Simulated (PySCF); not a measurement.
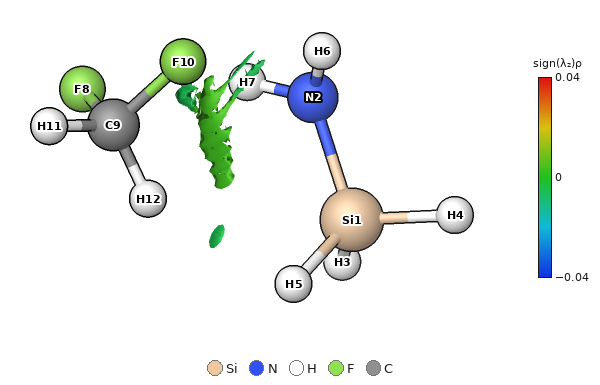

CH$_{7}$F$_{2}$NSi, SMILES `[SiH3]N.FCF`. Non-covalent interaction surfaces between the fragments (reduced density gradient s = 0.4, coloured by sign(λ₂)ρ in a.u.; trimmed to the region between the fragments where ρ is under 0.06 a.u.). Fragment A: SiH5N (atoms 1–7); fragment B: H2CF2.

Computed with PySCF, r2SCAN/cc-pVDZ, geometry: GFN2-xTB.

Geometry (Å), atoms numbered from 1:

```
Si1     -2.1321    0.1193   -0.3629
N2      -1.2025   -0.3519    1.0017
H3      -2.9211   -1.0551   -0.7236
H4      -2.9262    1.2619    0.0779
H5      -1.3603    0.5316   -1.5572
H6      -0.6714    0.3450    1.4993
H7      -0.6812   -1.2137    0.9705
F8       1.7767   -1.0895   -0.0755
C9       1.8924    0.1594   -0.5630
F10      1.7199    1.0176    0.4587
H11      2.9055    0.2888   -0.9668
H12      1.0975    0.3252   -1.3019
```

**Which interactions hold the two fragments together?**

Bond critical points between the fragments: H7···F8, hydrogen bond, 2.67 Å, ρ = 0.005 a.u.; N2···F10, 3.27 Å, ρ = 0.005 a.u.; H5···H12, H···H contact, 2.48 Å, ρ = 0.005 a.u. All are weak and appear green, as weak hydrogen bonds do. Several contacts close a ring, whose ring point adds a part with positive λ₂ between them. The pose is a local one from a semi-empirical search, not shown to be the most stable.

**How strongly are they bound?**

The counterpoise-corrected interaction energy of the frozen fragments is −1.7 kcal/mol without dispersion correction and −2.2 kcal/mol with D3(BJ). The pair geometry is semi-empirical, not a minimum at this level.
